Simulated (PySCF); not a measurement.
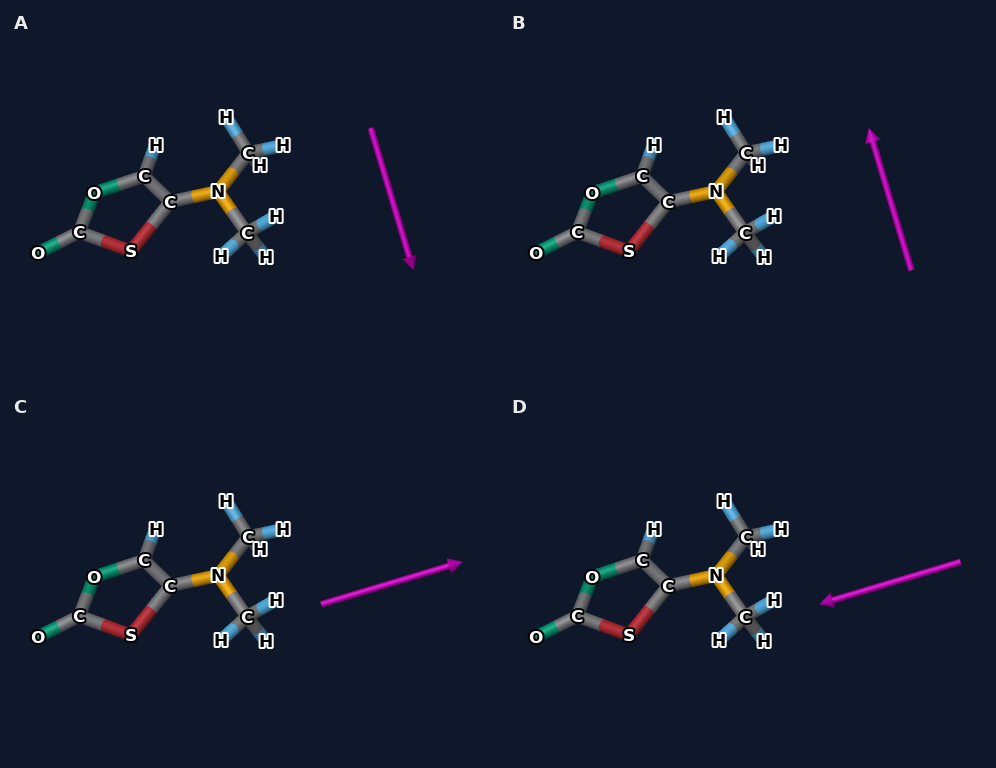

The same molecule four times, each with an arrow. The geometry was computed by an optimisation with GFN2-xTB. No frequency run is at hand to confirm it as a minimum. Method: PBE0/pcSseg-1, gas phase (PySCF 2.14.0).

### Which arrow points along the dipole moment, from the negative to the positive end?

C. The dipole moment is 6.17 D.
